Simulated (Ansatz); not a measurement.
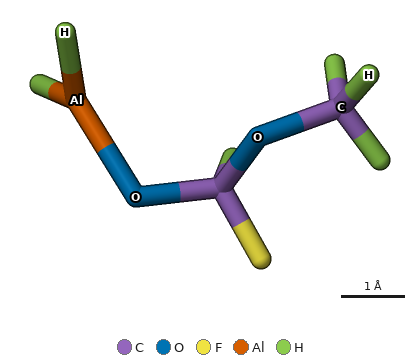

Figure 1. The starting structure (stick view, seen at a tilt). Sticks mark near contacts. Bond lengths as drawn: Al–H 1.59 to 1.60 Å, Al–O 1.85 Å, C–F 1.32 Å, C–H 1.07 to 1.14 Å and C–O 1.39 to 1.47 Å.

## Geometry relaxation of C$_{2}$H$_{6}$AlFO$_{2}$

System: C$_{2}$H$_{6}$AlFO$_{2}$, SMILES COC(F)[O][AlH2].
Method: RKS CAM-B3LYP-D4/def2-SVP (Ansatz 0.2.0).

It belongs to a series of runs on one base structure; here: end point A relaxed.

### The program's output
```
The last accepted step is kept in [file] (removed where the run ends without a failure and the disk answers)
Engine: ansatz 0.2.0, aarch64-unknown-linux-gnu
Functional definition: CAM-B3LYP
  parameter alpha = 0.19
  parameter beta = 0.46
  parameter omega = 0.33/bohr
  parameter ac = 0.81
  exchange = (1 - alpha - beta)*b88_x + beta*b88_x_sr(omega) + alpha*exact_x + beta*exact_x_lr(omega)
  correlation = (1 - ac)*vwn5_c + ac*lyp_c
1254 factors; integrals over basis functions are off by at most 2.7e-4 eV
390 factors; integrals over basis functions are off by at most 1.3e-6 eV
mean field evaluation 1: about -15562.2003 eV, gradient 5.6e1 eV
mean field evaluation 2: about -15559.1916 eV, gradient 7.1e1 eV
mean field evaluation 4: about -15567.7803 eV, gradient 2.9e0 eV
mean field evaluation 8: about -15567.8308 eV, gradient 3.6e-2 eV
mean field evaluation 16: about -15567.8308 eV, gradient 2.1e-5 eV
mean field -15567.83078668 eV, -572.1072291556 hartree, gradient 2.1e-5 eV, S^2 0.000000; 0 other end points of the search recorded, 0 dependent functions left out
the calculation of the forces begins
reference -15567.83092090 eV, -572.1072340884 hartree; 28, 28 occupied and 90, 90 virtual orbitals, 1254 factors
relax step   1: F+E_penalty+E_count = -15568.01688839 eV  Δ(F+E_penalty+E_count) = +0.000e0 eV  max|allowed force component| = 3.418e0 eV/Å  Δτ_max = 0.0000 Å  (27 SCF iters, accepted)
these checks for a lower state are left out or cut short: starts, cluster_reference, orbital_swaps, neighbouring_geometries, increment
1254 factors; integrals over basis functions are off by at most 2.6e-4 eV
390 factors; integrals over basis functions are off by at most 1.2e-6 eV
mean field -15568.22134942 eV, -572.1215820716 hartree, gradient 1.6e-5 eV, S^2 0.000000; 0 other end points of the search recorded, 0 dependent functions left out
[... from here on the field's lines of each further geometry are left out, up to the last ...]
relax step   2: F+E_penalty+E_count = -15568.40885700 eV  Δ(F+E_penalty+E_count) = -3.920e-1 eV  max|allowed force component| = 1.366e0 eV/Å  Δτ_max = 0.1330 Å  (31 SCF iters, accepted)
relax step   3: F+E_penalty+E_count = -15568.60229952 eV  Δ(F+E_penalty+E_count) = -1.934e-1 eV  max|allowed force component| = 6.138e-1 eV/Å  Δτ_max = 0.1936 Å  (31 SCF iters, accepted)
relax step   4: F+E_penalty+E_count = -15568.68451410 eV  Δ(F+E_penalty+E_count) = -8.221e-2 eV  max|allowed force component| = 4.377e-1 eV/Å  Δτ_max = 0.1999 Å  (30 SCF iters, accepted)
relax step   5: F+E_penalty+E_count = -15568.74846455 eV  Δ(F+E_penalty+E_count) = -6.395e-2 eV  max|allowed force component| = 2.292e-1 eV/Å  Δτ_max = 0.1903 Å  (30 SCF iters, accepted)
relax step   6: F+E_penalty+E_count = -15568.80420836 eV  Δ(F+E_penalty+E_count) = -5.574e-2 eV  max|allowed force component| = 3.830e-1 eV/Å  Δτ_max = 0.1976 Å  (30 SCF iters, accepted)
relax step   7: F+E_penalty+E_count = -15568.84488243 eV  Δ(F+E_penalty+E_count) = -4.067e-2 eV  max|allowed force component| = 4.282e-1 eV/Å  Δτ_max = 0.1905 Å  (30 SCF iters, accepted)
relax step   8: F+E_penalty+E_count = -15568.93792550 eV  Δ(F+E_penalty+E_count) = -9.304e-2 eV  max|allowed force component| = 4.409e-1 eV/Å  Δτ_max = 0.2000 Å  (30 SCF iters, accepted)
relax step   9: F+E_penalty+E_count = -15569.00631566 eV  Δ(F+E_penalty+E_count) = -6.839e-2 eV  max|allowed force component| = 4.975e-1 eV/Å  Δτ_max = 0.1954 Å  (30 SCF iters, accepted)
relax step  10: F+E_penalty+E_count = -15569.13919444 eV  Δ(F+E_penalty+E_count) = -1.329e-1 eV  max|allowed force component| = 5.096e-1 eV/Å  Δτ_max = 0.1967 Å  (30 SCF iters, accepted)
relax step  11: F+E_penalty+E_count = -15569.23614021 eV  Δ(F+E_penalty+E_count) = -9.695e-2 eV  max|allowed force component| = 7.970e-1 eV/Å  Δτ_max = 0.1952 Å  (30 SCF iters, accepted)
relax step  12: F+E_penalty+E_count = -15569.25654533 eV  Δ(F+E_penalty+E_count) = -2.041e-2 eV  max|allowed force component| = 4.458e-1 eV/Å  Δτ_max = 0.1459 Å  (31 SCF iters, accepted)
relax step  13: F+E_penalty+E_count = -15569.27444404 eV  Δ(F+E_penalty+E_count) = -1.790e-2 eV  max|allowed force component| = 2.656e-1 eV/Å  Δτ_max = 0.0654 Å  (31 SCF iters, accepted)
relax step  14: F+E_penalty+E_count = -15569.27716240 eV  Δ(F+E_penalty+E_count) = -2.718e-3 eV  max|allowed force component| = 4.196e-1 eV/Å  Δτ_max = 0.1121 Å  (30 SCF iters, accepted)
relax step  15: F+E_penalty+E_count = -15569.28082502 eV  Δ(F+E_penalty+E_count) = -3.663e-3 eV  max|allowed force component| = 1.893e-1 eV/Å  Δτ_max = 0.0259 Å  (31 SCF iters, accepted)
relax step  16: F+E_penalty+E_count = -15569.28297045 eV  Δ(F+E_penalty+E_count) = -2.145e-3 eV  max|allowed force component| = 1.205e-1 eV/Å  Δτ_max = 0.0443 Å  (30 SCF iters, accepted)
relax step  17: F+E_penalty+E_count = -15569.28454353 eV  Δ(F+E_penalty+E_count) = -1.573e-3 eV  max|allowed force component| = 6.546e-2 eV/Å  Δτ_max = 0.0236 Å  (30 SCF iters, accepted)
relax step  18: F+E_penalty+E_count = -15569.28578344 eV  Δ(F+E_penalty+E_count) = -1.240e-3 eV  max|allowed force component| = 7.729e-2 eV/Å  Δτ_max = 0.0356 Å  (30 SCF iters, accepted)
relax step  19: F+E_penalty+E_count = -15569.28423312 eV  Δ(F+E_penalty+E_count) = +1.550e-3 eV  max|allowed force component| = 2.955e-1 eV/Å  Δτ_max = 0.1599 Å  (30 SCF iters, rejected (line search))
relax step  20: F+E_penalty+E_count = -15569.28587233 eV  Δ(F+E_penalty+E_count) = -8.889e-5 eV  max|allowed force component| = 2.166e-1 eV/Å  Δτ_max = 0.0799 Å  (30 SCF iters, accepted)
relax step  21: F+E_penalty+E_count = -15569.28825236 eV  Δ(F+E_penalty+E_count) = -2.380e-3 eV  max|allowed force component| = 9.441e-2 eV/Å  Δτ_max = 0.0949 Å  (30 SCF iters, accepted)
relax step  22: F+E_penalty+E_count = -15569.28846292 eV  Δ(F+E_penalty+E_count) = -2.106e-4 eV  max|allowed force component| = 5.999e-2 eV/Å  Δτ_max = 0.0259 Å  (31 SCF iters, accepted)
relax step  23: F+E_penalty+E_count = -15569.28927022 eV  Δ(F+E_penalty+E_count) = -8.073e-4 eV  max|allowed force component| = 5.042e-2 eV/Å  Δτ_max = 0.0201 Å  (30 SCF iters, accepted)
relax step  24: F+E_penalty+E_count = -15569.28946537 eV  Δ(F+E_penalty+E_count) = -1.951e-4 eV  max|allowed force component| = 3.244e-2 eV/Å  Δτ_max = 0.0182 Å  (31 SCF iters, accepted)
relax step  25: F+E_penalty+E_count = -15569.28952619 eV  Δ(F+E_penalty+E_count) = -6.082e-5 eV  max|allowed force component| = 2.604e-2 eV/Å  Δτ_max = 0.0141 Å  (25 SCF iters, accepted)
the calculation of the forces begins
reference -15569.08521609 eV, -572.1533285863 hartree; 28, 28 occupied and 90, 90 virtual orbitals, 1254 factors
relax step  26: F+E_penalty+E_count = -15569.28962350 eV  Δ(F+E_penalty+E_count) = -9.731e-5 eV  max|allowed force component| = 1.008e-2 eV/Å  Δτ_max = 0.0123 Å  (24 SCF iters, accepted)
1254 factors; integrals over basis functions are off by at most 8.0e-4 eV
390 factors; integrals over basis functions are off by at most 8.7e-7 eV
mean field evaluation 192: about -15564.1691 eV, gradient 5.3e1 eV
```

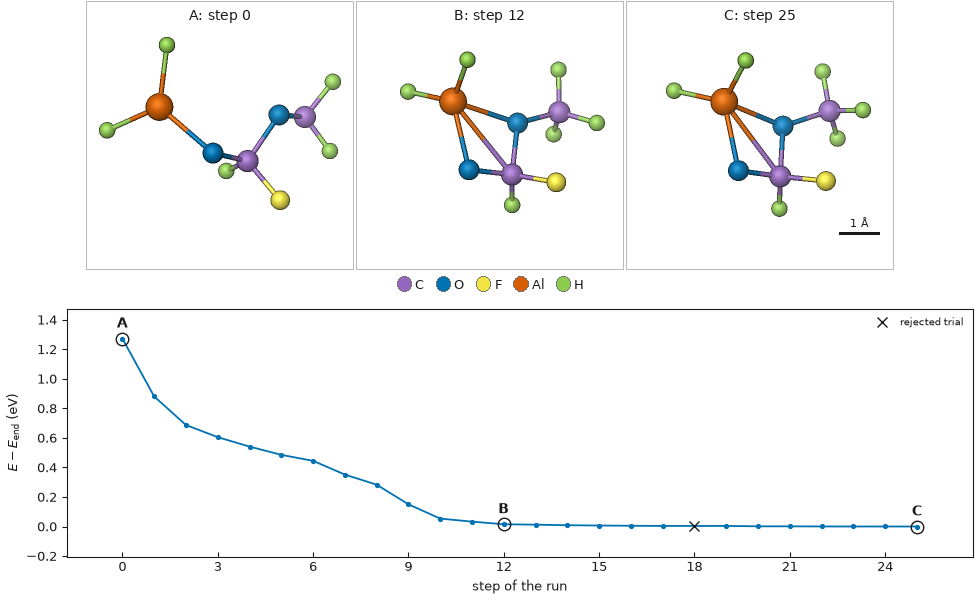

Figure 2. Frames of the relaxation (ball-and-stick view, seen at a tilt) above the curves, on which the letters mark them (the first geometry is step 0 here and step 1 in the log).

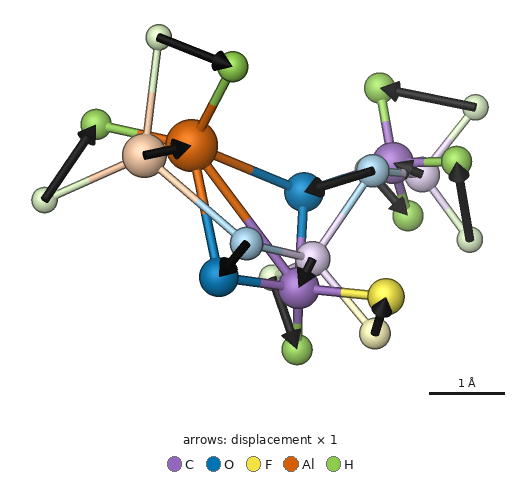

Figure 3. Start (faint) and end (solid) with the displacements as black arrows, at true length (ball-and-stick view, seen at a tilt). The two geometries are laid on each other by the best rigid fit. The atom that moves furthest after the best rigid fit is H9 (1.34 Å). Largest moves by element: H 1.34 Å, O 1.12 Å, Al 0.69 Å, F 0.65 Å, C 0.44 Å. Among the contacts that change: O2–Al6 3.164 → 1.988 Å, C3–Al6 2.708 → 2.417 Å, C3–O5 1.391 → 1.311 Å, C1–O2 1.470 → 1.420 Å. New bonds form: O2–Al6 (3.16 → 1.99 Å). Among the angles that change: C3–O5–Al6 112.6° → 99.9°, C1–O2–C3 110.3° → 120.7°, O2–C3–O5 109.9° → 102.7°. Over 25 geometry steps the energy falls by 1.273 eV. Largest force component: 3.4 eV/Å at the start, 0.01 eV/Å at the end. The line search rejected the trial step at point 18 (counted from 0) and went back. (Atoms are counted from 1 in the order of the input.)

```
mean field -15569.08508363 eV, -572.1533237186 hartree, gradient 1.9e-5 eV, S^2 0.000000; 1 other end points of the search recorded, 0 dependent functions left out
the calculation of the forces begins
reference -15569.08521609 eV, -572.1533285863 hartree; 28, 28 occupied and 90, 90 virtual orbitals, 1254 factors
Total energy: -15569.28975595 eV, -572.1608452876 hartree
Atom 0 at     0.967989    -0.018915     1.290457 Å, force     0.003951     0.003248     0.001865 eV/Å
Atom 1 at     0.297538    -0.155565     0.045965 Å, force    -0.004641    -0.004514     0.009581 eV/Å
Atom 2 at    -1.060919    -0.694457    -0.015694 Å, force     0.005952    -0.000379    -0.006438 eV/Å
Atom 3 at    -1.756307    -0.085905     0.985606 Å, force    -0.000095     0.001939     0.002207 eV/Å
Atom 4 at    -1.450059    -0.357610    -1.221496 Å, force     0.001988     0.000908    -0.000630 eV/Å
Atom 5 at    -0.047483     0.685391    -1.722389 Å, force    -0.001255     0.000604    -0.000108 eV/Å
Atom 6 at     1.114304    -1.011299     1.742707 Å, force    -0.001871     0.010079    -0.001311 eV/Å
Atom 7 at     0.387386     0.621233     1.968089 Å, force     0.007094    -0.006367    -0.004139 eV/Å
Atom 8 at     1.945073     0.434317     1.084988 Å, force    -0.009034    -0.005026     0.001274 eV/Å
Atom 9 at    -1.033208    -1.775545     0.218441 Å, force    -0.000450     0.000051    -0.001449 eV/Å
Atom 10 at     0.908445     0.056791    -2.809089 Å, force    -0.001028     0.000180    -0.000490 eV/Å
Atom 11 at    -0.195657     2.246166    -1.533687 Å, force    -0.000613    -0.000721    -0.000363 eV/Å
Dipole moment:     0.497322    -0.240767     0.599680 e Å
```

### Trajectory as extended XYZ (Å, eV, eV/Å), 9 of the 26 frames kept, from step=1 to step=26
```
12
Properties=species:S:1:pos:R:3:forces:R:3 step=1 energy=-15568.01689
C     0.9154   -0.0970    1.6876   -0.6944   3.4179  -0.0177
O     0.0089    0.6228    0.7807    0.3769  -1.8626  -0.3352
C    -0.8758   -0.2994    0.1251    1.3658   1.5774  -1.0819
F    -1.7515   -0.6934    1.0239   -1.4408  -0.3652   0.6271
O    -1.4764    0.3164   -0.9676    2.1197  -0.5101  -0.0157
Al   -0.2979    0.5850   -2.3679   -0.8350   0.1258   1.2484
H     1.5898   -0.7229    1.1320    0.5540  -0.6780  -0.3143
H     0.3297   -0.6066    2.4306   -0.3646  -0.8207   0.4454
H     1.4854    0.7152    2.2565   -0.4927  -0.9872  -0.8760
H    -0.3007   -1.2183   -0.1770   -0.0760   0.2585   0.0608
H    -0.1408   -0.5706   -3.4508   -0.1483   0.1081   0.2379
H     0.5910    1.9134   -2.4392   -0.3647  -0.2640   0.0212
12
Properties=species:S:1:pos:R:3:forces:R:3 step=4 energy=-15568.68451
C     0.9222   -0.0987    1.6601    0.0845  -0.4377  -0.0364
O     0.2073    0.4112    0.5571    0.0476  -0.0105  -0.0399
C    -0.8325   -0.3799    0.1001   -0.1337  -0.3394   0.1238
F    -1.8197   -0.4363    1.0438    0.1503   0.0738  -0.0722
O    -1.3082    0.1625   -1.0282    0.0527  -0.0308   0.0055
Al   -0.2743    0.6825   -2.3145    0.0919   0.0722  -0.1017
H     1.5525   -0.9733    1.3658   -0.2117   0.2878   0.1031
H     0.2427   -0.4145    2.4740    0.0722   0.1214  -0.1463
H     1.5738    0.7024    2.0227    0.0516   0.0380   0.0395
H    -0.4761   -1.4340   -0.0366   -0.1418   0.1801   0.0831
H     0.1224   -0.4602   -3.3304    0.0476   0.0467   0.0284
H     0.1670    2.1827   -2.4801   -0.1113  -0.0016   0.0131
12
Properties=species:S:1:pos:R:3:forces:R:3 step=7 energy=-15568.84488
C     0.9604   -0.1503    1.5699   -0.0191   0.0987   0.0125
O     0.2971    0.2479    0.3821   -0.0904  -0.1737   0.0571
C    -0.8896   -0.4356    0.1033   -0.0617  -0.0383   0.1360
F    -1.8089   -0.1575    1.0871    0.2628  -0.0050  -0.2804
O    -1.3197   -0.0060   -1.0854   -0.1628  -0.0769  -0.0505
Al   -0.2538    0.7156   -2.2562    0.4282   0.1029   0.2129
H     1.4880   -1.1114    1.4313   -0.0289   0.0314   0.0053
H     0.2442   -0.2433    2.4057    0.0743   0.0345  -0.1453
H     1.6918    0.6320    1.8213   -0.0468  -0.0868  -0.0688
H    -0.7255   -1.5393    0.1445   -0.0481   0.1993   0.0226
H     0.6190   -0.3031   -3.1235   -0.1889   0.2037   0.1253
H    -0.2260    2.2955   -2.4460   -0.1187  -0.2898  -0.0268
12
Properties=species:S:1:pos:R:3:forces:R:3 step=10 energy=-15569.13919
C     0.9813   -0.1275    1.3757    0.1793   0.0860   0.1607
O     0.2654    0.0845    0.1653   -0.0921   0.0079   0.1777
C    -1.0096   -0.5340    0.0650   -0.5096   0.1888  -0.0771
F    -1.8257    0.0162    1.0390    0.4906  -0.2628  -0.4717
O    -1.4109   -0.2368   -1.1632   -0.2769  -0.2313   0.1567
Al   -0.1160    0.7114   -1.9225    0.4536  -0.0507   0.1508
H     1.3705   -1.1661    1.4199   -0.0708   0.2718  -0.0323
H     0.3211    0.0585    2.2478    0.1628  -0.0202  -0.3350
H     1.8198    0.5891    1.3967   -0.1525  -0.1942  -0.0194
H    -0.9421   -1.6216    0.2912    0.0215   0.2040   0.0321
H     1.0088   -0.0900   -2.7379   -0.2679   0.1730   0.1640
H    -0.3856    2.2609   -2.1432    0.0619  -0.1724   0.0936
12
Properties=species:S:1:pos:R:3:forces:R:3 step=13 energy=-15569.27444
C     0.9864   -0.0616    1.2966   -0.0190   0.0726   0.0011
O     0.2117    0.0346    0.1146   -0.0062  -0.0320  -0.1836
C    -1.0918   -0.6024    0.0173   -0.0497   0.0126   0.2656
F    -1.8673   -0.0227    0.9778    0.0253  -0.0309  -0.0644
O    -1.4627   -0.3318   -1.2103    0.0450   0.0580  -0.1029
Al   -0.0460    0.6654   -1.7622   -0.0201   0.0668   0.1288
H     1.3407   -1.0952    1.4330    0.0006   0.0180   0.0366
H     0.3772    0.2547    2.1556    0.0480  -0.0232  -0.0044
H     1.8456    0.6117    1.1797   -0.0371  -0.0449   0.0299
H    -0.9968   -1.6711    0.2922    0.0124  -0.0178  -0.0392
H     1.0031   -0.0733   -2.6761    0.0102  -0.0330  -0.0495
H    -0.2230    2.2361   -1.7842   -0.0094  -0.0461  -0.0181
12
Properties=species:S:1:pos:R:3:forces:R:3 step=17 energy=-15569.28454
C     0.9764   -0.0398    1.2974   -0.0180  -0.0028   0.0100
O     0.2528   -0.0569    0.0763    0.0590  -0.0185   0.0655
C    -1.0797   -0.6438    0.0023    0.0385  -0.0625  -0.0538
F    -1.8079   -0.0661    0.9938   -0.0305   0.0266   0.0301
O    -1.4662   -0.3232   -1.2104   -0.0234   0.0020   0.0047
Al   -0.0479    0.6780   -1.7432    0.0422  -0.0062  -0.0187
H     1.2541   -1.0656    1.5869   -0.0116   0.0233  -0.0237
H     0.3655    0.4200    2.0861    0.0051   0.0071  -0.0125
H     1.8848    0.5520    1.1340   -0.0100  -0.0053  -0.0087
H    -1.0109   -1.7245    0.2349   -0.0185   0.0125   0.0077
H     0.9500   -0.0330   -2.7409   -0.0214   0.0114  -0.0049
H    -0.1939    2.2475   -1.6834   -0.0113   0.0124   0.0043
12
Properties=species:S:1:pos:R:3:forces:R:3 step=20 energy=-15569.28587
C     0.9693   -0.0314    1.3029    0.0443   0.0223  -0.0128
O     0.2857   -0.1121    0.0622   -0.0970  -0.0628  -0.1284
C    -1.0647   -0.6668   -0.0099   -0.0653   0.1208   0.2166
F    -1.7723   -0.0641    0.9911    0.0354  -0.0377  -0.0574
O    -1.4580   -0.3327   -1.2139    0.0776  -0.0466  -0.0607
Al   -0.0422    0.6736   -1.7467   -0.0137   0.0690   0.0822
H     1.2106   -1.0427    1.6632   -0.0005  -0.0008   0.0038
H     0.3510    0.4946    2.0420   -0.0095   0.0048  -0.0091
H     1.8976    0.5244    1.1260    0.0016  -0.0101   0.0107
H    -1.0303   -1.7455    0.2321    0.0167  -0.0295  -0.0411
H     0.9096    0.0066   -2.8137   -0.0003  -0.0157   0.0137
H    -0.1792    2.2408   -1.6015    0.0107  -0.0138  -0.0175
12
Properties=species:S:1:pos:R:3:forces:R:3 step=23 energy=-15569.28927
C     0.9696   -0.0221    1.2914   -0.0124   0.0031   0.0045
O     0.2938   -0.1539    0.0493    0.0063  -0.0059  -0.0109
C    -1.0668   -0.6892   -0.0147    0.0504   0.0148   0.0142
F    -1.7604   -0.0731    0.9827   -0.0245  -0.0061   0.0014
O    -1.4498   -0.3544   -1.2231   -0.0376  -0.0268   0.0211
Al   -0.0448    0.6815   -1.7235    0.0337   0.0073  -0.0164
H     1.1509   -1.0171    1.7242   -0.0026  -0.0037  -0.0063
H     0.3752    0.5863    1.9858   -0.0006   0.0025  -0.0077
H     1.9296    0.4665    1.0882    0.0034  -0.0022  -0.0012
H    -1.0428   -1.7695    0.2240   -0.0101   0.0069  -0.0091
H     0.9099    0.0465   -2.8087   -0.0042   0.0022   0.0077
H    -0.1872    2.2430   -1.5417   -0.0017   0.0079   0.0028
12
Properties=species:S:1:pos:R:3:forces:R:3 step=26 energy=-15569.28962
C     0.9680   -0.0189    1.2905    0.0040   0.0032   0.0019
O     0.2975   -0.1556    0.0460   -0.0046  -0.0045   0.0096
C    -1.0609   -0.6945   -0.0157    0.0060  -0.0004  -0.0064
F    -1.7563   -0.0859    0.9856   -0.0001   0.0019   0.0022
O    -1.4501   -0.3576   -1.2215    0.0020   0.0009  -0.0006
Al   -0.0475    0.6854   -1.7224   -0.0013   0.0006  -0.0001
H     1.1143   -1.0113    1.7427   -0.0019   0.0101  -0.0013
H     0.3874    0.6212    1.9681    0.0071  -0.0064  -0.0041
H     1.9451    0.4343    1.0850   -0.0090  -0.0050   0.0013
H    -1.0332   -1.7755    0.2184   -0.0004   0.0001  -0.0014
H     0.9084    0.0568   -2.8091   -0.0010   0.0002  -0.0005
H    -0.1957    2.2462   -1.5337   -0.0006  -0.0007  -0.0004
```

This output came from the following input.

### The input
```yaml
crystal:
  periodic: [false, false, false]
  atoms:
    - { symbol: C, position_ang: [0.9154, -0.097, 1.6876] }
    - { symbol: O, position_ang: [0.0089, 0.6228, 0.7807] }
    - { symbol: C, position_ang: [-0.8758, -0.2994, 0.1251] }
    - { symbol: F, position_ang: [-1.7515, -0.6934, 1.0239] }
    - { symbol: O, position_ang: [-1.4764, 0.3164, -0.9676] }
    - { symbol: Al, position_ang: [-0.2979, 0.585, -2.3679] }
    - { symbol: H, position_ang: [1.5898, -0.7229, 1.132] }
    - { symbol: H, position_ang: [0.3297, -0.6066, 2.4306] }
    - { symbol: H, position_ang: [1.4854, 0.7152, 2.2565] }
    - { symbol: H, position_ang: [-0.3007, -1.2183, -0.177] }
    - { symbol: H, position_ang: [-0.1408, -0.5706, -3.4508] }
    - { symbol: H, position_ang: [0.591, 1.9134, -2.4392] }
basis:
  gaussian: { orbitals: def2-SVP }
hamiltonian:
  xc: cam_b3lyp
  dispersion: d4
relax:
  f_tol: 0.015
  max_steps: 40
```

Launched with:
```bash
ansatz run input.yaml --threads 2 --pin off --max-ram 3072MiB --backend cpu --events-out ev --progress --plain --runs-dir out
```

### Results in brief

- outcome: converged
- total energy: −15569.2898 eV
- mean-field energy: −15569.0852 eV
- largest force (length of the vector) at the end: 0.012 eV/Å
- hardware: 2 threads of Arm Neoverse V1, 24 GiB of memory available, shared host
- wall time: 2 min (CPU time 3.9 min)
- peak memory: 0.33 GiB
